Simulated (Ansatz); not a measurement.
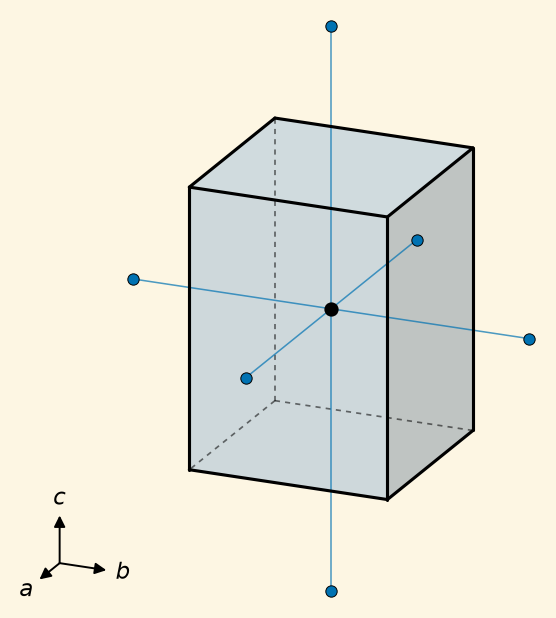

The Wigner–Seitz cell of the crystal's lattice, with lines to the lattice points that define its faces. Crystal: ZnGeSb2, coordinates from a relaxation with Ansatz 0.2.0, DFT, PBE, plane waves, PAW; the starting structure was generated, so it need not be a known form of this composition. The drawing is computed from the coordinates (standard cell, symmetry found to 0.002 Å).

a = 4.390 Å, b = 4.390 Å, c = 6.135 Å, α = 90.00°, β = 90.00°, γ = 90.00°; space group P-4m2, No. 115.

### What is the cell's combinatorial type?

A parallelepiped: 6 faces (6 with 4 edges), 12 edges, 8 vertices. Its volume is that of the primitive cell, 118.2 Å³.

### Which lattice vectors do the faces bisect?

| example | length (Å) | faces | edges of each | area (Å²) |
| --- | --- | --- | --- | --- |
| a | 4.39 | 4 | 4 | 26.9 |
| c | 6.14 | 2 | 4 | 19.3 |
